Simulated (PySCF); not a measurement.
# WCl₂: relaxation and vibrations of the quintet

Where does quintet WCl₂ go from a linear start, is the end point a minimum, and what are its modes, charges and moments?

Computed with PySCF 2.14.0. Level: PBE0, basis W def2-TZVP with ECP60, Cl def2-TZVP, scalar-relativistic core potentials, no spin–orbit coupling, density fitting.

## 1. The starting structure

3 atoms, charge 0, spin multiplicity 5.

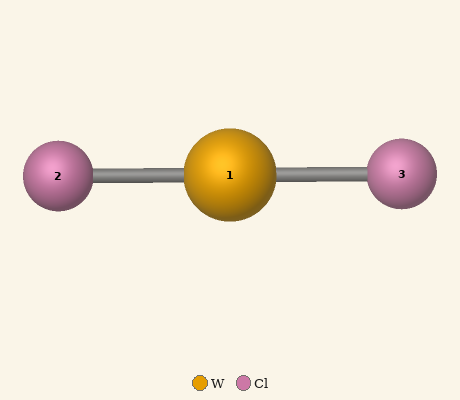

Start geometry, drawn with tungsten amber, chlorine pink; atoms are numbered from 1 in the order of the file.

```xyz
3
charge 0 multiplicity 5
W     0.0000    0.0000    0.0000
Cl    0.0000    0.0000    2.3600
Cl    0.0000    0.0000   -2.3600
```

## 2. First SCF at the start

One driver script runs all steps and calls PySCF; scf.py shows how it sets up the SCF of each step. The optimiser is the driver's own. After this first run the driver tries any further starts and a stability analysis.

scf.py reads:

```python
from pyscf import gto, scf, dft
mol = gto.M(atom='''
W      0.000000     0.000000     0.000000
Cl     0.000000     0.000000     2.360000
Cl     0.000000     0.000000    -2.360000''',
    basis={'W': 'def2-TZVP', 'Cl': 'def2-TZVP'},
    ecp={'W': 'def2-TZVP'},
    charge=0, spin=4)
mf = dft.UKS(mol, xc='PBE0')
mf.grids.atom_grid = (50, 194)
aux = {'W': 'def2-universal-JKFIT', 'Cl': 'def2-universal-JKFIT'}
mf = mf.density_fit(auxbasis=aux)
mf.conv_tol = 1e-08
mf.diis_space = 10
mf.max_cycle = 60
mf.init_guess = 'minao'
mf.verbose = 4
mf.kernel()
```

On the command line:

```
OMP_NUM_THREADS=4 python axn.py task.json out
```

Log:

```text
init E= -968.414637208673
[... the frontier-level lines of each cycle are left out ...]
cycle= 1 E= -987.140481794961  delta_E= -18.7  |g|= 0.416  |ddm|= 4.84
cycle= 2 E= -986.818344642009  delta_E= 0.322  |g|= 0.876  |ddm|= 1.14
cycle= 3 E= -987.227324348039  delta_E= -0.409  |g|= 0.0995  |ddm|= 0.747
cycle= 4 E= -987.232547148111  delta_E= -0.00522  |g|= 0.0397  |ddm|= 0.142
cycle= 5 E= -987.233472591186  delta_E= -0.000925  |g|= 0.00311  |ddm|= 0.0308
cycle= 6 E= -987.233494786204  delta_E= -2.22e-05  |g|= 0.00116  |ddm|= 0.00802
cycle= 7 E= -987.233499000563  delta_E= -4.21e-06  |g|= 0.000351  |ddm|= 0.00378
cycle= 8 E= -987.233499303305  delta_E= -3.03e-07  |g|= 0.000147  |ddm|= 0.00107
cycle= 9 E= -987.233499326344  delta_E= -2.3e-08  |g|= 3.43e-05  |ddm|= 0.000302
cycle= 10 E= -987.233499327865  delta_E= -1.52e-09  |g|= 1.12e-05  |ddm|= 8.03e-05
Extra cycle  E= -987.233499327756  delta_E= 1.09e-10  |g|= 1.96e-05  |ddm|= 3.36e-05
converged SCF energy = -987.233499327756  <S^2> = 6.0269045  2S+1 = 5.0107502
```

This step, with its further starts and checks, took 10 s on 4 threads of Arm Neoverse V2, shared host.

The starts that the driver tried:

| start | energy (Eh) |
| --- | --- |
| the minimal-basis guess | -987.233499 |
| a thermally smeared density | -987.233499 |
| a smeared PBE density | -987.233500 |

The test of internal stability and the other starts found no lower solution of this spin.

## 3. Relaxation: linear start, quintet

The program finds D∞h symmetry in the start, which this walk keeps. The walk stops when the largest gradient is under 0.0003 Eh/bohr and the energy has settled too.

Changes to scf.py since step 2:

```diff
@@ -16 +15,0 @@
-mf.init_guess = 'minao'
```

Steps of the walk:

| step | energy (Eh) | change (kJ/mol) | largest symmetric gradient (Eh/bohr) |
| --- | --- | --- | --- |
| 0 | -987.233499 | 0.00 | 0.02392 |
| 1 | -987.237047 | -9.31 | 0.00627 |
| 2 | -987.237256 | -9.86 | 0.00122 |
| 3 | -987.237264 | -9.88 | 0.00005 |

The walk took 7.4 s.

Geometry (Å) and forces (eV/Å) at some steps:

```
step 0
W    0.000   0.000   0.000   0.000   0.000   0.000
Cl   0.000   0.000   2.360   0.000   0.000  -1.230
Cl   0.000   0.000  -2.360   0.000   0.000   1.230
step 1
W    0.000   0.000   0.000   0.000   0.000   0.000
Cl   0.000   0.000   2.300   0.000   0.000  -0.322
Cl   0.000   0.000  -2.300   0.000   0.000   0.322
step 2
W    0.000   0.000   0.000   0.000   0.000   0.000
Cl   0.000   0.000   2.278   0.000   0.000   0.063
Cl   0.000   0.000  -2.278   0.000   0.000  -0.063
step 3
W    0.000   0.000   0.000   0.000   0.000   0.000
Cl   0.000   0.000   2.282   0.000   0.000  -0.003
Cl   0.000   0.000  -2.282   0.000   0.000   0.003
```

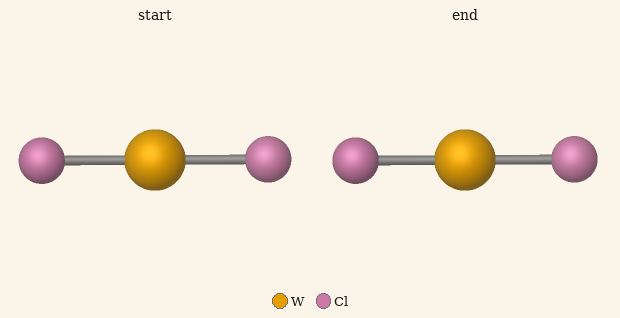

Start and end of the relaxation.

End point (D∞h, 3 steps, 9.9 kJ/mol gained): W–Cl 2.282 Å (×2); Cl–W–Cl 180.0°.

## 4. Is it a minimum? Harmonic modes

On the finer grid the gradient is checked again; gradients at displacements of ±0.02 bohr then give force constants and infrared intensities.

Changes to scf.py since step 3:

```diff
@@ -3,3 +3,3 @@
-W      0.000000     0.000000     0.000000
-Cl     0.000000     0.000000     2.360000
-Cl     0.000000     0.000000    -2.360000''',
+W      0.000000    -0.000000     0.000000
+Cl     0.000000     0.000000     2.281496
+Cl    -0.000000     0.000000    -2.281496''',
@@ -10 +10 @@
-mf.grids.atom_grid = (50, 194)
+mf.grids.atom_grid = (75, 302)
@@ -13 +13 @@
-mf.conv_tol = 1e-08
+mf.conv_tol = 1e-10
```

The driver hands on the density of the step before, so the log starts near convergence.

SCF at the final geometry:

```text
init E= -987.23727420098
[... the frontier-level lines of each cycle are left out ...]
cycle= 1 E= -987.23727420098  delta_E= 4.55e-13  |g|= 1.26e-06  |ddm|= 1.74e-06
Extra cycle  E= -987.237274200978  delta_E= 1.59e-12  |g|= 2.28e-06  |ddm|= 3.26e-06
converged SCF energy = -987.237274200978  <S^2> = 6.0234737  2S+1 = 5.0093807
```

The whole step took 25 s.

Geometry: D∞h; W–Cl 2.281 Å (×2); Cl–W–Cl 180.0°.

Harmonic modes (main isotopes):

```csv
ω (cm⁻¹),IR (km/mol),μ (u)
52i,4.1,45.01
81,1.7,45.01
380,0.0,34.97
393,138,45.01
```

1 mode is imaginary, the largest at 52i cm⁻¹: a saddle point, not a minimum.

Here the density breaks the symmetry of the frame, and no labels are given; pairs that should be degenerate can split.

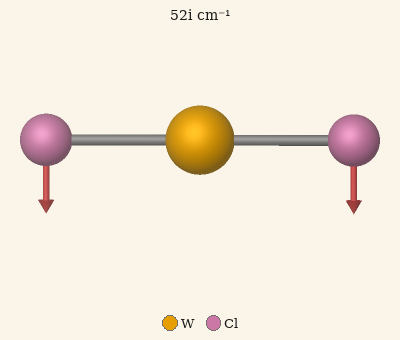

The imaginary mode, as arrows.

Constants and moments:

| Item | Value |
| --- | --- |
| Dipole moment | 0.00 D |
| Highest occupied level | -6.09 eV |
| Lowest empty level | -3.74 eV |
| Rotational constants | 0.04631 cm⁻¹ |
| Zero-point energy (real modes) | 5.1 kJ/mol |
| Principal polarisabilities | 50.6, 51.2, 95.5 bohr³ |
| Atomisation energy without zero-point energy | 873 kJ/mol |
| Principal traceless quadrupole moments about the centre of mass | -9.77, 3.73, 6.04 D Å |
| Spin squared ⟨S²⟩ | 6.023 |

Populations by atom (charges in e):

| atom | Mulliken | Löwdin | polar tensor | spin (Mulliken) | Mayer order to W1 |
| --- | --- | --- | --- | --- | --- |
| W1 | 0.72 | 0.01 | 1.15 | 4.07 | – |
| Cl2,3 | -0.36 | 0.00 | -0.57 | -0.03 | 1.10 |

Mulliken populations on W1 (outside its core potential): s 2.75, p 6.24, d 4.24, f 0.04.

## 5. Downhill along the imaginary mode

The start is the last point, displaced along its most imaginary mode.

The program finds C2v symmetry in the start, which this walk keeps. Threshold on the gradient: 0.0003 Eh/bohr, with a further test on the energy change.

Changes to scf.py since step 4:

```diff
@@ -3,3 +3,3 @@
-W      0.000000    -0.000000     0.000000
-Cl     0.000000     0.000000     2.281496
-Cl    -0.000000     0.000000    -2.281496''',
+W     -0.055193    -0.077383     0.000000
+Cl     0.145170     0.203533     2.281496
+Cl     0.145170     0.203533    -2.281496''',
@@ -10 +10 @@
-mf.grids.atom_grid = (75, 302)
+mf.grids.atom_grid = (50, 194)
@@ -13 +13 @@
-mf.conv_tol = 1e-10
+mf.conv_tol = 1e-08
```

Steps of the walk:

| step | energy (Eh) | change (kJ/mol) | largest symmetric gradient (Eh/bohr) |
| --- | --- | --- | --- |
| 0 | -987.237709 | 0.00 | 0.01002 |
| 1 | -987.238349 | -1.68 | 0.00236 |
| 2 | -987.238559 | -2.23 | 0.00243 |
| 3 | -987.239067 | -3.57 | 0.00319 |
| 4 | -987.239583 | -4.92 | 0.00180 |
| 5 | -987.239711 | -5.26 | 0.00256 |
| 6 | -987.239745 | -5.35 | 0.00058 |
| 7 | -987.239752 | -5.36 | 0.00068 |
| 8 | -987.239756 | -5.38 | 0.00043 |
| 9 | -987.239757 | -5.38 | 0.00014 |

The walk took 22 s.

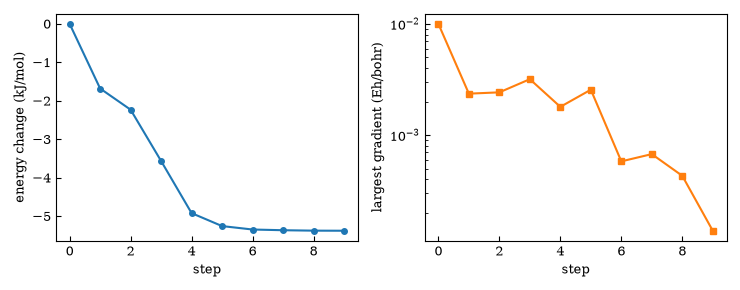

How energy and gradient fall.

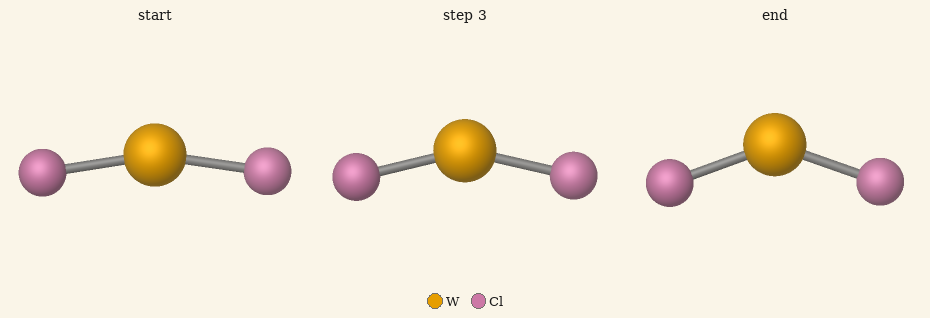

Start and end of the relaxation, with a step between.

It settles in C2v symmetry, 5.4 kJ/mol below the start, after 9 steps: W–Cl 2.267 Å (×2); Cl–W–Cl 140.6°.

## 6. Is it a minimum? Harmonic modes

As before: finer grid, then central differences.

Changes to scf.py since step 5:

```diff
@@ -3,3 +3,3 @@
-W     -0.055193    -0.077383     0.000000
-Cl     0.145170     0.203533     2.281496
-Cl     0.145170     0.203533    -2.281496''',
+W     -0.116688    -0.163600     0.000000
+Cl     0.319064     0.447338     2.139584
+Cl     0.319064     0.447338    -2.139584''',
@@ -10 +10 @@
-mf.grids.atom_grid = (50, 194)
+mf.grids.atom_grid = (75, 302)
@@ -13 +13 @@
-mf.conv_tol = 1e-08
+mf.conv_tol = 1e-10
```

Log of the central SCF (cycles and frontier levels):

```text
init E= -987.23973295365
[... the frontier-level lines of each cycle are left out ...]
cycle= 1 E= -987.239732953646  delta_E= 4.32e-12  |g|= 4.55e-06  |ddm|= 6.61e-06
Extra cycle  E= -987.239732953615  delta_E= 3.07e-11  |g|= 8.22e-06  |ddm|= 1.18e-05
converged SCF energy = -987.239732953615  <S^2> = 6.0179038  2S+1 = 5.0071564
```

The whole step took 38 s on 4 threads of Arm Neoverse V2, shared host.

Geometry: C2v; W–Cl 2.267 Å (×2); Cl–W–Cl 141.3°.

Modes, for the most abundant isotopes:

| symmetry | ω (cm⁻¹) | IR (km/mol) |
| --- | --- | --- |
| a1 | 62 | 2.3 |
| a1 | 389 | 8.3 |
| b2 | 398 | 106 |

Every mode is real; the point is a minimum.

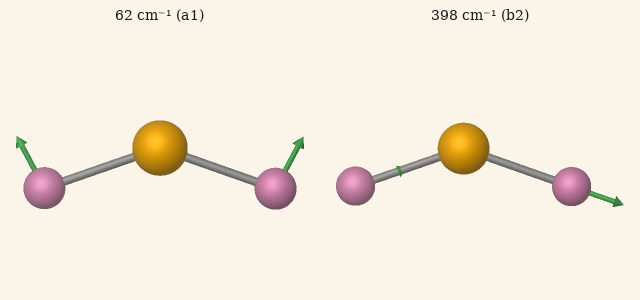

How the atoms move in 2 of the modes.

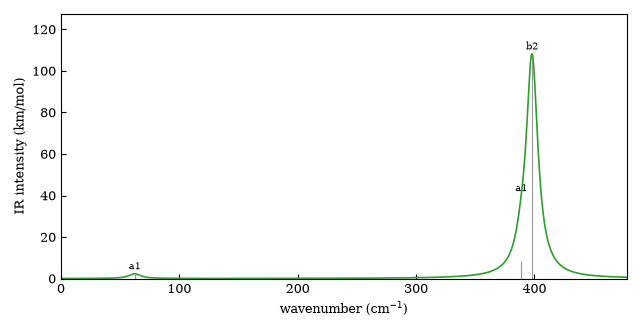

The harmonic infrared spectrum (widths in cm⁻¹). Lines are broadened to a width of 12 cm⁻¹ (Lorentzian).

Constants and moments:

- Dipole moment: 1.55 D
- Highest occupied level: -6.13 eV
- Lowest empty level: -3.35 eV
- Rotational constants: 0.5908, 0.05265, 0.04834 cm⁻¹
- Zero-point energy: 5.1 kJ/mol
- Principal polarisabilities: 53.5, 57.0, 88.0 bohr³
- Atomisation energy without zero-point energy: 879 kJ/mol
- Principal traceless quadrupole moments about the centre of mass: -7.37, 2.99, 4.38 D Å
- Entropy at 298.15 K and 1 bar (electronic part: spin only): 322.9 J/(mol K)
- Heat capacity Cp at 298.15 K: 53.9 J/(mol K)
- Enthalpy at 298.15 K above 0 K: 13.70 kJ/mol
- Rotational symmetry number: 2
- Spin squared ⟨S²⟩: 6.018

Charges (e) and bond orders:

```
 atom  Mulliken  Löwdin  polar tensor  spin (Mulliken)  Mayer order to W1
   W1      0.69   -0.04          1.10             4.02                  –
Cl2,3     -0.35    0.02         -0.55            -0.01               1.12
```

Outer orbital energies (eV). α occupied: -10.52, -9.94, -9.84, -9.71, -7.35, -7.22, -7.20, -6.13; empty: -3.35, -1.20, -0.53, 1.03. β occupied: -22.88, -22.52, -11.58, -10.50, -9.78, -9.76, -9.68, -9.48; empty: -2.82, -1.98, -1.58, -1.58.

Mulliken populations on W1 (outside its core potential): s 2.74, p 6.24, d 4.28, f 0.04.

## 7. All stationary points

| spin | group | bonds | imaginary modes (cm⁻¹) | ΔE (kJ/mol) | with zero-point energy |
| --- | --- | --- | --- | --- | --- |
| quintet | C2v | W–Cl 2.267 Å (×2) | none | 0.0 | 0.0 |
| quintet | D∞h (density of lower symmetry) | W–Cl 2.281 Å (×2) | 52i | 6.5 | – |

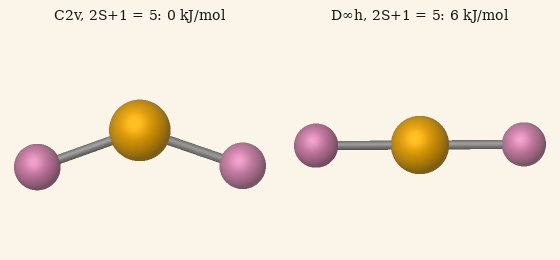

The points, lowest first (tungsten amber, chlorine pink).

## 8. Summary of results

| quantity | value |
| --- | --- |
| minimum | quintet, C2v |
| geometry | W–Cl 2.267 Å (×2); Cl–W–Cl 141.3° |
| wavenumbers (cm⁻¹) | 62 (a1), 389 (a1), 398 (b2) |
| dipole moment | 1.55 D |
| highest occupied, lowest empty level (either spin) | -6.13, -3.35 eV |
| polar-tensor charge of W1 | +1.10 e |
| zero-point energy | 5.1 kJ/mol |
| entropy at 298.15 K | 322.9 J/(mol K) |
| atomisation energy (no zero-point energy) | 879 kJ/mol |
| ⟨S²⟩ | 6.018 |

In words: From D∞h at the start the molecule goes to a C2v minimum, after a stop at a saddle point 6.5 kJ/mol higher, from which it was pushed off along an imaginary mode. In the infrared the band at 398 cm⁻¹ (b2, stretch) leads. Most of the spin sits on W1 (Mulliken spin 4.02, against 4 for the whole molecule). Other starts or spin states, not run here, may lie lower. Open d and f shells are described by one determinant, and the ground state may have another occupation or spin. With an element this heavy the missing spin–orbit coupling can shift these numbers.

The search up to here took 1.7 min.
